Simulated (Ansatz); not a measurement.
# Alloy of Si and C (8 of 64 Si sites exchanged), 64 atoms

How does this alloy cell relax, and what gap do PBEsol and r²SCAN give?

All numbers are computed with Ansatz 0.2.0 (PAW, plane waves).

## 1. Starting point

64 atoms (56 Si, 8 C); a = 10.415 Å, b = 10.415 Å, c = 10.415 Å, α = 90.00°, β = 90.00°, γ = 90.00°. All atoms were shaken off their sites by about 0.02 Å along each axis.

Plan of the steps: (2) PBEsol cell relaxation at the single k point (¼, ¼, ¼), on 1 × NVIDIA H100 80GB HBM3 with 2 threads of AMD EPYC 7R13; (3) r²SCAN single point at the single k point (¼, ¼, ¼), on 1 × NVIDIA H100 80GB HBM3 with 2 threads of AMD EPYC 7R13.

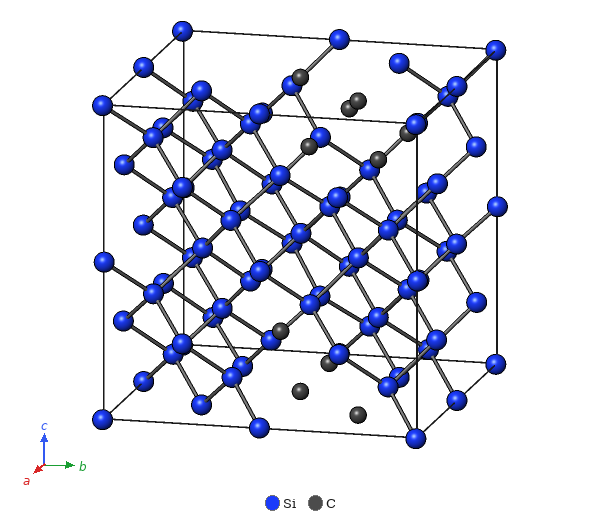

The starting cell, seen slightly off an axis (silicon blue, carbon dark grey). Atoms on faces are repeated.

## 2. Relaxing cell and atoms with PBEsol

Contents of in.yaml:

```yaml
crystal:
  lattice:
    - [10.414622, 0.000000, 0.000000]
    - [0.000000, 10.414622, 0.000000]
    - [0.000000, 0.000000, 10.414622]
  atoms:
    - { symbol: Si, position: [0.000155, 0.996309, 0.996992] }
    - { symbol: Si, position: [0.002658, 0.002158, 0.499736] }
    - { symbol: Si, position: [0.002587, 0.497689, 0.001517] }
    - { symbol: Si, position: [0.000583, 0.499235, 0.499513] }
    - { symbol: Si, position: [0.501539, 0.000279, 0.000715] }
    - { symbol: Si, position: [0.500707, 0.998872, 0.498474] }
    - { symbol: Si, position: [0.495770, 0.500712, 0.501438] }
    - { symbol: Si, position: [0.124756, 0.125825, 0.123074] }
    - { symbol: Si, position: [0.121391, 0.122537, 0.625291] }
    - { symbol: Si, position: [0.124456, 0.625776, 0.125424] }
    - { symbol: Si, position: [0.122283, 0.624924, 0.622451] }
    - { symbol: Si, position: [0.627099, 0.126502, 0.124825] }
    - { symbol: Si, position: [0.623066, 0.123600, 0.622920] }
    - { symbol: Si, position: [0.626738, 0.626316, 0.625625] }
    - { symbol: Si, position: [0.251528, 0.252332, 0.004866] }
    - { symbol: Si, position: [0.253100, 0.244948, 0.500139] }
    - { symbol: Si, position: [0.249422, 0.751665, 0.999656] }
    - { symbol: Si, position: [0.252542, 0.746323, 0.500666] }
    - { symbol: Si, position: [0.751503, 0.248793, 0.000621] }
    - { symbol: Si, position: [0.749354, 0.251570, 0.499606] }
    - { symbol: Si, position: [0.749374, 0.748800, 0.498541] }
    - { symbol: Si, position: [0.376817, 0.375233, 0.125231] }
    - { symbol: Si, position: [0.375096, 0.377973, 0.622642] }
    - { symbol: Si, position: [0.372825, 0.876672, 0.125410] }
    - { symbol: Si, position: [0.374882, 0.871106, 0.623464] }
    - { symbol: Si, position: [0.874344, 0.377601, 0.124826] }
    - { symbol: Si, position: [0.877344, 0.374773, 0.625438] }
    - { symbol: Si, position: [0.875338, 0.876004, 0.125110] }
    - { symbol: Si, position: [0.870941, 0.875396, 0.623444] }
    - { symbol: Si, position: [0.248774, 0.998806, 0.253079] }
    - { symbol: Si, position: [0.247382, 0.997021, 0.747967] }
    - { symbol: Si, position: [0.252921, 0.499378, 0.243924] }
    - { symbol: Si, position: [0.251290, 0.500691, 0.749073] }
    - { symbol: Si, position: [0.748286, 0.998391, 0.251640] }
    - { symbol: Si, position: [0.745499, 0.000442, 0.748665] }
    - { symbol: Si, position: [0.751127, 0.499341, 0.745729] }
    - { symbol: Si, position: [0.374199, 0.123328, 0.372554] }
    - { symbol: Si, position: [0.374491, 0.124907, 0.870398] }
    - { symbol: Si, position: [0.372319, 0.623671, 0.374725] }
    - { symbol: Si, position: [0.873341, 0.126375, 0.375809] }
    - { symbol: Si, position: [0.876214, 0.126052, 0.873675] }
    - { symbol: Si, position: [0.878104, 0.627737, 0.372595] }
    - { symbol: Si, position: [0.997777, 0.249867, 0.253455] }
    - { symbol: Si, position: [0.000749, 0.251479, 0.752177] }
    - { symbol: Si, position: [0.999952, 0.750939, 0.250129] }
    - { symbol: Si, position: [0.998199, 0.746040, 0.748995] }
    - { symbol: Si, position: [0.500109, 0.250612, 0.248381] }
    - { symbol: Si, position: [0.499919, 0.250074, 0.752468] }
    - { symbol: Si, position: [0.498381, 0.748394, 0.249267] }
    - { symbol: Si, position: [0.123282, 0.377726, 0.374293] }
    - { symbol: Si, position: [0.123176, 0.377036, 0.875817] }
    - { symbol: Si, position: [0.129005, 0.873571, 0.380013] }
    - { symbol: Si, position: [0.128348, 0.876439, 0.873400] }
    - { symbol: Si, position: [0.624052, 0.372735, 0.372144] }
    - { symbol: Si, position: [0.626473, 0.372759, 0.873230] }
    - { symbol: Si, position: [0.624796, 0.875852, 0.376389] }
    - { symbol: C, position: [0.499725, 0.500211, 0.998876] }
    - { symbol: C, position: [0.622084, 0.623330, 0.124927] }
    - { symbol: C, position: [0.752099, 0.748808, 0.998584] }
    - { symbol: C, position: [0.746617, 0.500174, 0.249198] }
    - { symbol: C, position: [0.372701, 0.624173, 0.876750] }
    - { symbol: C, position: [0.876169, 0.624203, 0.875412] }
    - { symbol: C, position: [0.501269, 0.749526, 0.752240] }
    - { symbol: C, position: [0.624956, 0.875728, 0.873617] }
  symmetry: { detect: false }
kpoints:
  mp_grid: { grid: [1, 1, 1], shift: [0.25, 0.25, 0.25] }
hamiltonian:
  xc: pbesol
scf:
  occupations: { method: fermi_dirac, width: 0.01 }
relax:
  f_tol: 0.03
  max_steps: 80
  escape_saddle: false
  adjacent_minimum: "off"
  cell: { fix: [shape] }
output:
  forces: true
  eigenvalues: true
  populations: true
```

Launch:

```bash
$ ansatz run in.yaml --threads 2 --pin off --max-ram 30400MiB --runs-dir r --events-out ev --progress --plain --backend cuda --devices 0, --max-vram 18GiB
```

After this run come: r²SCAN on the final geometry.

Q: Predict the outcome of this session. Wanted: for each run, top filled to lowest empty.

The runs gave:

```
             level        time  top filled to lowest empty (eV)
PBEsol, relaxation  59 s (GPU)                             0.36
            r²SCAN  14 s (GPU)                             0.42
```

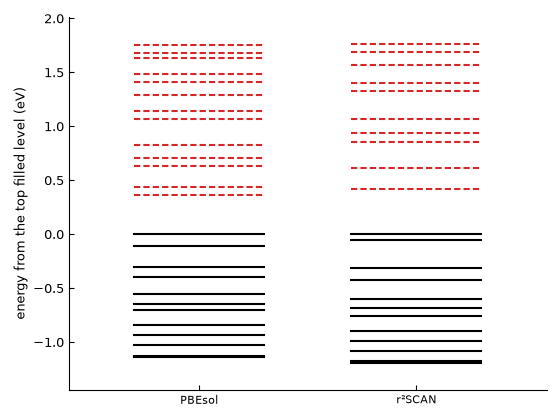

Levels near the gap by PBEsol, r²SCAN: filled black, empty red and dashed.

| quantity | value |
| --- | --- |
| relaxation | 13 recorded steps, 18.29 eV gained |
| largest shift | 0.99 Å (C58) |
| relaxed cell | a = 10.363 Å, b = 10.363 Å, c = 10.363 Å, α = 90.00°, β = 90.00°, γ = 90.00° |
| mean bonds | C–C 1.632, C–Si 1.994, Si–Si 2.338 Å |

Relaxation gains 18.29 eV, with shifts up to 0.99 Å (C58), while the volume changes by -1.5 %. The mean lengths of the listed bonds run from C–C 1.63 Å to Si–Si 2.34 Å. With one k point the spacing samples only the states that fold onto it, so it can exceed the gap over the zone.
